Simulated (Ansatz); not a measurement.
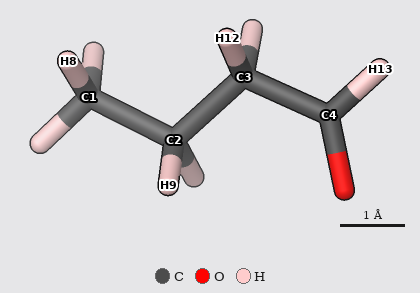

**Figure 1.** The starting structure (stick view, seen at a tilt; atoms are numbered from 1 in the order of the input). Bond lengths as drawn: C–C 1.50 to 1.52 Å, C–H 1.09 to 1.11 Å and C–O 1.20 Å.

**Run report: C4H8O, molecular dynamics (part 1 of 3)**

The run: molecular dynamics of C4H8O, SMILES CCCC=O. Method and program: RKS PBE/6-31G* (Ansatz 0.2.0).

The geometry comes from this level: PBE0-D4/def2-TZVP. Figures and captions count atoms from 1; the log counts them from 0 in places.

Log
```
Functional definition: PBE
  name "PBE"
  cite "Perdew, Burke & Ernzerhof, Phys. Rev. Lett. 77, 3865 (1996) doi:10.1103/PhysRevLett.77.3865"
  parent pbe
  parameter kappa = 0.804
  parameter beta = 0.06672455060314922
  exchange = pbe_x(kappa = kappa, mu = beta*pi^2/3)
  correlation = pbe_c(beta = beta)
1155 factors; their error is unknown
mean field evaluation 1: about -6306.8190 eV, gradient 6.8e1 eV
mean field evaluation 2: about -6286.3640 eV, gradient 1.2e2 eV
mean field evaluation 4: about -6317.1567 eV, gradient 7.0e0 eV
mean field evaluation 8: about -6317.2614 eV, gradient 1.2e-1 eV
mean field evaluation 16: about -6317.1747 eV, gradient 4.6e-4 eV
mean field -6317.17471175 eV, -232.1518887219 hartree, gradient 2.4e-5 eV, S^2 0.000000; 0 other end points of the search recorded, 0 dependent functions left out
the calculation of the forces begins
reference -6317.17473350 eV, -232.1518895213 hartree; 20, 20 occupied and 71, 71 virtual orbitals, 1155 factors
md step     0: t =     0.00 fs  T =  1000.0 K  F+E_penalty+E_count = -6317.17471175 eV  E_kin = 1.421860 eV  conserved = -6315.75285176 eV  (29 SCF iters)
these checks for a lower state are left out or cut short: starts, cluster_reference, orbital_swaps, neighbouring_geometries, increment
1155 factors; their error is unknown
mean field -6316.83161002 eV, -232.1392799658 hartree, gradient 1.5e-5 eV, S^2 0.000000; 0 other end points of the search recorded, 0 dependent functions left out
the calculation of the forces begins
reference -6316.83163149 eV, -232.1392807549 hartree; 20, 20 occupied and 71, 71 virtual orbitals, 1155 factors
md step     1: t =     1.00 fs  T =   771.9 K  F+E_penalty+E_count = -6316.83161002 eV  E_kin = 1.097505 eV  conserved = -6315.73410510 eV  (30 SCF iters)
[... from here on the SCF iterations and repeated set-up lines of each step are left out, up to the last step ...]
md step     2: t =     2.00 fs  T =   442.3 K  F+E_penalty+E_count = -6316.31395667 eV  E_kin = 0.628854 eV  conserved = -6315.68510305 eV  (31 SCF iters)
md step     3: t =     3.00 fs  T =   402.2 K  F+E_penalty+E_count = -6316.27538829 eV  E_kin = 0.571892 eV  conserved = -6315.70349629 eV  (30 SCF iters)
md step     4: t =     4.00 fs  T =   542.1 K  F+E_penalty+E_count = -6316.50547449 eV  E_kin = 0.770782 eV  conserved = -6315.73469218 eV  (30 SCF iters)
md step     5: t =     5.00 fs  T =   558.3 K  F+E_penalty+E_count = -6316.52315359 eV  E_kin = 0.793845 eV  conserved = -6315.72930873 eV  (31 SCF iters)
md step     6: t =     6.00 fs  T =   429.6 K  F+E_penalty+E_count = -6316.32790441 eV  E_kin = 0.610830 eV  conserved = -6315.71707458 eV  (30 SCF iters)
md step     7: t =     7.00 fs  T =   268.0 K  F+E_penalty+E_count = -6316.08885301 eV  E_kin = 0.381051 eV  conserved = -6315.70780200 eV  (30 SCF iters)
md step     8: t =     8.00 fs  T =   187.2 K  F+E_penalty+E_count = -6315.96446732 eV  E_kin = 0.266201 eV  conserved = -6315.69826643 eV  (29 SCF iters)
md step     9: t =     9.00 fs  T =   282.9 K  F+E_penalty+E_count = -6316.10101739 eV  E_kin = 0.402292 eV  conserved = -6315.69872530 eV  (32 SCF iters)
md step    10: t =    10.00 fs  T =   535.9 K  F+E_penalty+E_count = -6316.47963924 eV  E_kin = 0.762030 eV  conserved = -6315.71760888 eV  (30 SCF iters)
md step    11: t =    11.00 fs  T =   767.0 K  F+E_penalty+E_count = -6316.82542120 eV  E_kin = 1.090567 eV  conserved = -6315.73485375 eV  (30 SCF iters)
md step    12: t =    12.00 fs  T =   810.3 K  F+E_penalty+E_count = -6316.88668583 eV  E_kin = 1.152186 eV  conserved = -6315.73450018 eV  (30 SCF iters)
md step    13: t =    13.00 fs  T =   671.1 K  F+E_penalty+E_count = -6316.67560237 eV  E_kin = 0.954220 eV  conserved = -6315.72138252 eV  (30 SCF iters)
md step    14: t =    14.00 fs  T =   501.3 K  F+E_penalty+E_count = -6316.41592849 eV  E_kin = 0.712790 eV  conserved = -6315.70313838 eV  (30 SCF iters)
md step    15: t =    15.00 fs  T =   471.3 K  F+E_penalty+E_count = -6316.37601817 eV  E_kin = 0.670170 eV  conserved = -6315.70584803 eV  (30 SCF iters)
md step    16: t =    16.00 fs  T =   548.9 K  F+E_penalty+E_count = -6316.50757007 eV  E_kin = 0.780429 eV  conserved = -6315.72714080 eV  (30 SCF iters)
md step    17: t =    17.00 fs  T =   550.6 K  F+E_penalty+E_count = -6316.51001482 eV  E_kin = 0.782833 eV  conserved = -6315.72718151 eV  (30 SCF iters)
md step    18: t =    18.00 fs  T =   439.2 K  F+E_penalty+E_count = -6316.34004791 eV  E_kin = 0.624502 eV  conserved = -6315.71554595 eV  (30 SCF iters)
md step    19: t =    19.00 fs  T =   321.4 K  F+E_penalty+E_count = -6316.16059522 eV  E_kin = 0.456981 eV  conserved = -6315.70361452 eV  (49 SCF iters)
md step    20: t =    20.00 fs  T =   317.1 K  F+E_penalty+E_count = -6316.15177567 eV  E_kin = 0.450828 eV  conserved = -6315.70094815 eV  (30 SCF iters)
md step    21: t =    21.00 fs  T =   444.8 K  F+E_penalty+E_count = -6316.34660040 eV  E_kin = 0.632436 eV  conserved = -6315.71416489 eV  (30 SCF iters)
md step    22: t =    22.00 fs  T =   582.7 K  F+E_penalty+E_count = -6316.55482841 eV  E_kin = 0.828449 eV  conserved = -6315.72637991 eV  (30 SCF iters)
md step    23: t =    23.00 fs  T =   621.8 K  F+E_penalty+E_count = -6316.60423678 eV  E_kin = 0.884167 eV  conserved = -6315.72006988 eV  (30 SCF iters)
md step    24: t =    24.00 fs  T =   612.5 K  F+E_penalty+E_count = -6316.57982469 eV  E_kin = 0.870920 eV  conserved = -6315.70890440 eV  (30 SCF iters)
md step    25: t =    25.00 fs  T =   642.4 K  F+E_penalty+E_count = -6316.63073212 eV  E_kin = 0.913403 eV  conserved = -6315.71732930 eV  (30 SCF iters)
md step    26: t =    26.00 fs  T =   650.0 K  F+E_penalty+E_count = -6316.65352733 eV  E_kin = 0.924232 eV  conserved = -6315.72929538 eV  (30 SCF iters)
md step    27: t =    27.00 fs  T =   553.1 K  F+E_penalty+E_count = -6316.50396283 eV  E_kin = 0.786373 eV  conserved = -6315.71758963 eV  (29 SCF iters)
md step    28: t =    28.00 fs  T =   440.0 K  F+E_penalty+E_count = -6316.33336542 eV  E_kin = 0.625551 eV  conserved = -6315.70781434 eV  (30 SCF iters)
md step    29: t =    29.00 fs  T =   393.9 K  F+E_penalty+E_count = -6316.27542236 eV  E_kin = 0.560041 eV  conserved = -6315.71538138 eV  (31 SCF iters)
these checks for a lower state are left out or cut short: starts, cluster_reference, orbital_swaps, neighbouring_geometries, increment
1155 factors; their error is unknown
mean field evaluation 256: about -6316.2524 eV, gradient 1.2e-5 eV
mean field -6316.25239698 eV, -232.1179942792 hartree, gradient 1.2e-5 eV, S^2 0.000000; 0 other end points of the search recorded, 0 dependent functions left out
the calculation of the forces begins
reference -6316.25241907 eV, -232.1179950912 hartree; 20, 20 occupied and 71, 71 virtual orbitals, 1155 factors
1155 factors; their error is unknown
mean field -6316.25239698 eV, -232.1179942792 hartree, gradient 1.6e-5 eV, S^2 0.000000; 1 other end points of the search recorded, 0 dependent functions left out
the calculation of the forces begins
reference -6316.25241907 eV, -232.1179950912 hartree; 20, 20 occupied and 71, 71 virtual orbitals, 1155 factors
md step    30: t =    30.00 fs  T =   379.8 K  F+E_penalty+E_count = -6316.25239698 eV  E_kin = 0.539981 eV  conserved = -6315.71241595 eV  (48 SCF iters)
```

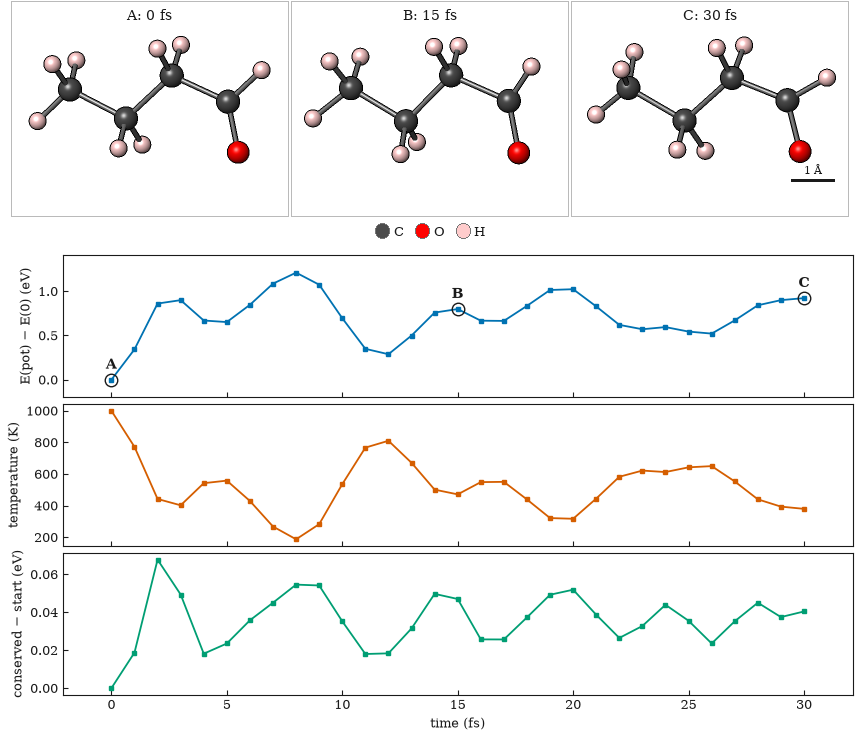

**Figure 2.** Frames of the molecular dynamics (ball-and-stick, seen at a tilt) above the curves, on which the letters mark them. The trajectory kept here has 31 frames over 30 fs. The temperature starts at 1000 K, ranges from 187 to 1000 K and averages 498 K over the second half. The potential energy ends 0.922 eV above its first value. The conserved quantity stays within 0.068 eV. After an unweighted best fit of the last frame on the first, the root-mean-square displacement is 0.15 Å, and H8 has moved furthest (0.32 Å).

```
Total energy: -6316.25241907 eV, -232.1179950912 hartree
Atom 0 at     0.277639     0.974214     1.516961 Å, force    -1.982962    -3.126604    -0.558225 eV/Å
Atom 1 at     0.602311     0.465936     0.105615 Å, force     0.125042    -0.215515    -2.142339 eV/Å
Atom 2 at    -0.445667    -0.596303    -0.326108 Å, force     0.457867    -1.984525     2.059643 eV/Å
Atom 3 at    -0.446615    -1.093118    -1.708498 Å, force     1.386319    -0.486658    -2.555326 eV/Å
Atom 4 at     0.377982    -0.762091    -2.558316 Å, force     0.948369     1.071505     0.105494 eV/Å
Atom 5 at     0.986025     1.650661     1.864478 Å, force     1.287755     1.934475     0.696924 eV/Å
Atom 6 at     0.277696     0.090452     2.305557 Å, force    -0.413299     1.483935    -1.347051 eV/Å
Atom 7 at    -0.767795     1.403566     1.304041 Å, force     1.166727    -0.214263     1.331133 eV/Å
Atom 8 at     0.448580     1.332990    -0.614594 Å, force     0.255584    -0.566896     0.538393 eV/Å
Atom 9 at     1.628083     0.062921    -0.201795 Å, force    -0.830830     0.430132     0.965716 eV/Å
Atom 10 at    -0.361996    -1.572219     0.351068 Å, force     0.007666     1.461785    -0.955430 eV/Å
Atom 11 at    -1.454074    -0.295009    -0.099631 Å, force    -1.046055     0.546761     0.339739 eV/Å
Atom 12 at    -1.067571    -1.868627    -2.204061 Å, force    -1.362183    -0.334131     1.521328 eV/Å
Dipole moment:    -0.265765    -0.025227     0.456953 e Å
```

Trajectory as extended XYZ (Å, eV, eV/Å), 31 frames, from step=0 to step=30
```
13
Properties=species:S:1:pos:R:3:forces:R:3 step=0 time_fs=0.0 energy=-6317.17471 temperature=1000.0
C     0.3389    0.9431    1.4911    0.0224   0.0150  -0.0104
C     0.5046    0.4639    0.0598   -0.0073   0.0123   0.0417
C    -0.5136   -0.5918   -0.3190   -0.0344  -0.0130   0.0379
C    -0.3976   -1.1058   -1.7208   -0.8718  -0.4145   0.7886
O     0.4209   -0.7433   -2.5207    1.3026   0.5849  -1.2561
H     1.0817    1.7027    1.7429    0.2551   0.2675   0.1022
H     0.4532    0.1198    2.2021    0.0356  -0.2696   0.2550
H    -0.6503    1.3812    1.6522   -0.3334   0.1516   0.0708
H     0.4199    1.3048   -0.6341   -0.0202   0.2879  -0.2485
H     1.5092    0.0590   -0.0909    0.3505  -0.1355  -0.0635
H    -0.4569   -1.4647    0.3471   -0.0071  -0.2830   0.2558
H    -1.5423   -0.2227   -0.1981   -0.3542   0.1153   0.0820
H    -1.1473   -1.8808   -1.9966   -0.3379  -0.3190  -0.0556
13
Properties=species:S:1:pos:R:3:forces:R:3 step=1 time_fs=1.0 energy=-6316.83161 temperature=771.9
C     0.3286    0.9412    1.4910    1.7027   1.2898  -0.8018
C     0.4998    0.4650    0.0628   -0.0493  -0.0569   0.0516
C    -0.4954   -0.5912   -0.3151   -1.8353   0.9585  -0.5606
C    -0.4045   -1.1055   -1.7227    1.2014   1.5654   1.8667
O     0.4169   -0.7463   -2.5195    1.7313   0.9250  -1.5620
H     1.1275    1.6989    1.7559   -0.7534  -0.3785  -0.1952
H     0.4690    0.1322    2.1568    0.0548  -1.2991   1.1843
H    -0.6442    1.3588    1.6321   -1.0478   0.6038   0.3442
H     0.4417    1.2736   -0.6515   -0.1124   0.7238  -0.4424
H     1.4786    0.0417   -0.0912    0.9787  -0.2900  -0.0158
H    -0.4564   -1.4241    0.3521    0.0460  -1.2000   0.8820
H    -1.5672   -0.2093   -0.1961    0.7329  -0.2664  -0.0450
H    -1.0737   -1.8275   -2.0118   -2.6497  -2.5754  -0.7060
13
Properties=species:S:1:pos:R:3:forces:R:3 step=2 time_fs=2.0 energy=-6316.31396 temperature=442.3
C     0.3198    0.9404    1.4904    2.7715   1.9951  -1.2209
C     0.4950    0.4660    0.0657    0.1829   0.0258  -0.1569
C    -0.4785   -0.5898   -0.3117   -3.1514   1.3722  -0.9602
C    -0.4105   -1.1038   -1.7231    2.9309   3.2151   2.7446
O     0.4139   -0.7487   -2.5192    1.9868   1.1890  -1.6806
H     1.1661    1.6915    1.7671   -1.4630  -0.7081  -0.3897
H     0.4854    0.1322    2.1228    0.0437  -1.8873   1.7070
H    -0.6482    1.3422    1.6154   -1.4175   0.8569   0.5460
H     0.4624    1.2493   -0.6731   -0.1624   0.9039  -0.4436
H     1.4574    0.0216   -0.0916    1.2900  -0.3202   0.0681
H    -0.4553   -1.3948    0.3656    0.0541  -1.7250   1.2285
H    -1.5851   -0.1983   -0.1945    1.3776  -0.4949  -0.1135
H    -1.0254   -1.7989   -2.0337   -4.4432  -4.4224  -1.3287
13
Properties=species:S:1:pos:R:3:forces:R:3 step=3 time_fs=3.0 energy=-6316.27539 temperature=402.2
C     0.3132    0.9411    1.4887    3.0369   1.8294  -0.9270
C     0.4903    0.4671    0.0686    0.7862   0.1938  -0.6224
C    -0.4642   -0.5874   -0.3090   -4.0100   0.9994  -0.8091
C    -0.4142   -1.0996   -1.7213    2.4146   2.2660   2.2682
O     0.4121   -0.7504   -2.5199    2.0315   1.3430  -1.6026
H     1.1907    1.6773    1.7746   -1.8302  -0.7544  -0.4762
H     0.5022    0.1142    2.1052   -0.1339  -1.5777   1.5144
H    -0.6657    1.3338    1.6039   -1.1534   0.7977   0.6389
H     0.4816    1.2337   -0.6989   -0.1850   0.7990  -0.1998
H     1.4485   -0.0015   -0.0914    1.1729  -0.1543   0.1915
H    -0.4538   -1.3822    0.3908    0.0414  -1.5576   0.9902
H    -1.5898   -0.1922   -0.1940    1.6303  -0.5880  -0.1362
H    -1.0197   -1.8126   -2.0683   -3.8011  -3.5962  -0.8299
13
Properties=species:S:1:pos:R:3:forces:R:3 step=4 time_fs=4.0 energy=-6316.50547 temperature=542.1
C     0.3090    0.9434    1.4864    2.6140   1.0144  -0.1864
C     0.4863    0.4683    0.0709    1.6254   0.3429  -1.2090
C    -0.4532   -0.5841   -0.3070   -4.4749   0.0870  -0.2020
C    -0.4159   -1.0936   -1.7176    0.7810  -0.1772   0.7506
O     0.4115   -0.7513   -2.5216    1.8156   1.3421  -1.3244
H     1.1978    1.6558    1.7775   -1.8653  -0.5720  -0.4589
H     0.5176    0.0810    2.1021   -0.4560  -0.6101   0.8490
H    -0.6943    1.3330    1.5985   -0.3775   0.5045   0.6354
H     0.4989    1.2257   -0.7267   -0.2018   0.5208   0.2031
H     1.4508   -0.0261   -0.0894    0.7462   0.1661   0.3240
H    -0.4518   -1.3844    0.4254    0.0410  -0.8847   0.2809
H    -1.5790   -0.1916   -0.1948    1.5621  -0.5710  -0.1201
H    -1.0504   -1.8608   -2.1109   -1.8099  -1.1628   0.4578
13
Properties=species:S:1:pos:R:3:forces:R:3 step=5 time_fs=5.0 energy=-6316.52315 temperature=558.3
C     0.3069    0.9464    1.4838    1.7179  -0.0233   0.4829
C     0.4835    0.4697    0.0723    2.4434   0.4071  -1.7129
C    -0.4457   -0.5808   -0.3052   -4.5249  -0.9149   0.4563
C    -0.4169   -1.0877   -1.7134   -0.1898  -1.9327  -0.6381
O     0.4120   -0.7513   -2.5241    1.3621   1.1877  -0.8893
H     1.1870    1.6289    1.7760   -1.5423  -0.1692  -0.3251
H     0.5288    0.0420    2.1071   -0.7651   0.4168   0.1626
H    -0.7265    1.3370    1.5992    0.5150   0.1571   0.5708
H     0.5144    1.2227   -0.7525   -0.2218   0.2212   0.6137
H     1.4603   -0.0492   -0.0842    0.2386   0.5244   0.4223
H    -0.4495   -1.3950    0.4628    0.0583  -0.1398  -0.5118
H    -1.5531   -0.1965   -0.1967    1.1792  -0.4468  -0.0624
H    -1.0984   -1.9200   -2.1491   -0.2705   0.7122   1.4310
13
Properties=species:S:1:pos:R:3:forces:R:3 step=6 time_fs=6.0 energy=-6316.32790 temperature=429.6
C     0.3062    0.9495    1.4817    0.5064  -1.0906   0.7960
C     0.4827    0.4716    0.0723    3.0352   0.3724  -1.9947
C    -0.4419   -0.5782   -0.3029   -4.0623  -1.7463   0.8740
C    -0.4182   -1.0833   -1.7097   -0.3819  -2.7032  -1.5489
O     0.4133   -0.7507   -2.5272    0.7867   0.9387  -0.3938
H     1.1614    1.6004    1.7714   -0.8137   0.4721  -0.0536
H     0.5326    0.0070    2.1137   -0.9530   1.1580  -0.3164
H    -0.7538    1.3425    1.6053    1.2084  -0.1169   0.4742
H     0.5277    1.2218   -0.7724   -0.2410   0.0033   0.9116
H     1.4721   -0.0672   -0.0750   -0.1755   0.8158   0.4591
H    -0.4466   -1.4071    0.4953    0.0793   0.4068  -1.1124
H    -1.5160   -0.2057   -0.1993    0.4314  -0.1970   0.0413
H    -1.1489   -1.9725   -2.1736    0.5800   1.6869   1.8635
13
Properties=species:S:1:pos:R:3:forces:R:3 step=7 time_fs=7.0 energy=-6316.08885 temperature=268.0
C     0.3059    0.9516    1.4802   -0.8464  -2.1251   0.7404
C     0.4844    0.4737    0.0707    3.3015   0.2522  -2.0085
C    -0.4413   -0.5770   -0.3000   -3.0381  -2.3578   0.9716
C    -0.4197   -1.0812   -1.7072   -0.2205  -2.8999  -2.0613
O     0.4152   -0.7495   -2.5304    0.2127   0.6597   0.0685
H     1.1281    1.5764    1.7663    0.2497   1.2924   0.3354
H     0.5273   -0.0169    2.1172   -1.0013   1.5599  -0.5652
H    -0.7695    1.3470    1.6160    1.5757  -0.2747   0.3626
H     0.5387    1.2210   -0.7836   -0.2511  -0.0891   1.0356
H     1.4822   -0.0774   -0.0614   -0.4180   0.9833   0.4301
H    -0.4429   -1.4152    0.5171    0.0920   0.6945  -1.4426
H    -1.4747   -0.2168   -0.2014   -0.6888   0.1855   0.1841
H    -1.1940   -2.0088   -2.1802    1.0327   2.1192   1.9494
13
Properties=species:S:1:pos:R:3:forces:R:3 step=8 time_fs=8.0 energy=-6315.96447 temperature=187.2
C     0.3049    0.9521    1.4793   -1.8825  -2.8653   0.4961
C     0.4887    0.4760    0.0675    3.2128   0.0681  -1.7610
C    -0.4432   -0.5777   -0.2963   -1.6876  -2.7027   0.7851
C    -0.4214   -1.0813   -1.7063   -0.0075  -2.8253  -2.2605
O     0.4171   -0.7478   -2.5337   -0.2798   0.3930   0.4360
H     1.0971    1.5648    1.7644    1.2304   1.9875   0.6960
H     0.5123   -0.0259    2.1153   -0.9271   1.6579  -0.6159
H    -0.7701    1.3487    1.6302    1.5887  -0.3131   0.2466
H     0.5473    1.2192   -0.7849   -0.2465  -0.0449   0.9655
H     1.4883   -0.0782   -0.0437   -0.4659   1.0046   0.3442
H    -0.4384   -1.4167    0.5252    0.0928   0.7406  -1.5097
H    -1.4401   -0.2261   -0.2018   -1.9250   0.6199   0.3288
H    -1.2291   -2.0248   -2.1682    1.2973   2.2798   1.8489
13
Properties=species:S:1:pos:R:3:forces:R:3 step=9 time_fs=9.0 energy=-6316.10102 temperature=282.9
C     0.3024    0.9502    1.4787   -1.9286  -2.8193   0.3165
C     0.4956    0.4783    0.0629    2.7713  -0.1543  -1.2777
C    -0.4464   -0.5806   -0.2920   -0.6646  -2.5845   0.3838
C    -0.4231   -1.0838   -1.7073    0.1292  -2.5989  -2.1755
O     0.4189   -0.7460   -2.5366   -0.6537   0.1573   0.6772
H     1.0779    1.5722    1.7692    1.4802   2.0604   0.7827
H     0.4886   -0.0190    2.1075   -0.7454   1.4554  -0.4773
H    -0.7555    1.3475    1.6467    1.2382  -0.2287   0.1378
H     0.5536    1.2171   -0.7770   -0.2260   0.1308   0.7068
H     1.4900   -0.0694   -0.0227   -0.3128   0.8745   0.2163
H    -0.4330   -1.4111    0.5187    0.0839   0.5521  -1.3178
H    -1.4238   -0.2294   -0.1990   -2.6264   0.8807   0.4020
H    -1.2518   -2.0190   -2.1385    1.4546   2.2744   1.6252
13
Properties=species:S:1:pos:R:3:forces:R:3 step=10 time_fs=10.0 energy=-6316.47964 temperature=535.9
C     0.2983    0.9461    1.4785   -0.8485  -1.7921   0.2341
C     0.5047    0.4806    0.0573    2.0082  -0.3806  -0.6088
C    -0.4501   -0.5856   -0.2874   -0.5339  -1.7931  -0.1937
C    -0.4247   -1.0883   -1.7101    0.1990  -2.2107  -1.8036
O     0.4202   -0.7440   -2.5392   -0.9019  -0.0448   0.7829
H     1.0729    1.5993    1.7814    0.8634   1.3562   0.5189
H     0.4577    0.0018    2.0952   -0.4639   0.9053  -0.1232
H    -0.7291    1.3441    1.6645    0.5355  -0.0102   0.0527
H     0.5576    1.2162   -0.7623   -0.1941   0.4075   0.3023
H     1.4886   -0.0522    0.0004    0.0325   0.6046   0.0653
H    -0.4268   -1.4002    0.4997    0.0713   0.1121  -0.8498
H    -1.4327   -0.2244   -0.1924   -2.2532   0.7595   0.3513
H    -1.2606   -1.9914   -2.0932    1.4856   2.0863   1.2716
```
